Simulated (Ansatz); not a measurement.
# BrH: vertical spin-state energies from a Python script

Which spin state of BrH lies lowest at this geometry? Wanted for BrH: vertical spin-state energies.

Computed with the Python package of Ansatz 0.2.0. Level of theory: CCSD(T)/def2-TZVP.

## (1) Starting point

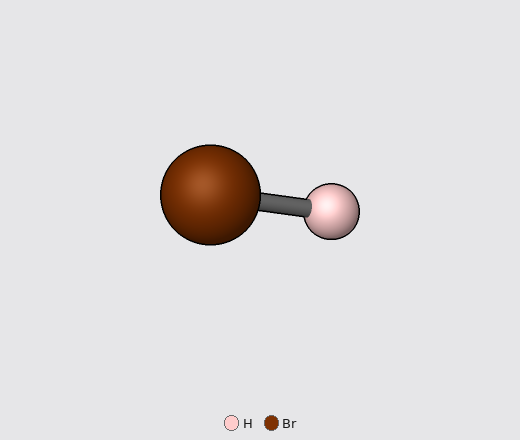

The structure that the script starts from, seen from a chosen angle (hydrogen pink, bromine brown).

The script holds or builds the structure itself.

## (2) Script

The input, brh_spin.py:

```python
import ansatz as az
from ase import Atoms

atoms = Atoms(['H', 'Br'], positions=[
    (0.0, 0.0, 0.0),
    (0.0, 0.0, 1.435),
])
molecule = az.Crystal.molecule_from_ase(atoms)

calc = molecule.calculation()
calc = calc.basis(gaussian='def2-TZVP')
calc = calc.correlation('CCSD(T)')
found = {}
for unpaired in [0, 2]:
    data = calc.spin('collinear', total=unpaired).run(threads=1).report
    s = unpaired / 2
    found[unpaired] = data['free_energy_ev']
    print(f'2S+1 = {unpaired + 1}: E = {found[unpaired]:.5f} eV, <S^2> = {abs(data["mean_field"]["state"]["spin_squared"]):.3f} (pure state {s * (s + 1):.2f})')
lowest = min(found, key=found.get)
for unpaired, e in found.items():
    print(f'multiplicity {unpaired + 1}: {23.060548 * (e - found[lowest]):.1f} kcal/mol above the lowest')
```

## (3) What the engine is handed

The engine receives this input (first run):

```yaml
crystal:
  periodic: [false, false, false]
  atoms:
    - { symbol: H, position_ang: [0.0, 0.0, 0.0] }
    - { symbol: Br, position_ang: [0.0, 0.0, 1.435] }
basis:
  gaussian:
    orbitals: def2-TZVP
magnetization:
  spin_polarized: true
  initial_magnetization: 0.0
correlation:
  method: ccsd_t
```

## (4) Launch

Started as:

```bash
$ python brh_spin.py
```

**Question.** Which spin state is lowest at this geometry, and how far above lie the others?

As calculated:

| quantity | value |
| --- | --- |
| runs compared | 2 |
| lowest | run 1 (2S+1 = 1) |
| next above it by | 6.356 eV |

In order: multiplicity 1 (+0.00 eV) and multiplicity 3 (+6.36 eV), all at the one geometry. Total energies depend on the basis set; only differences at equal settings carry meaning. The geometry is a force-field or estimated start, not a minimum of this method, and the basis set is short of its limit. All parts are taken at fixed geometry, without zero-point energy.
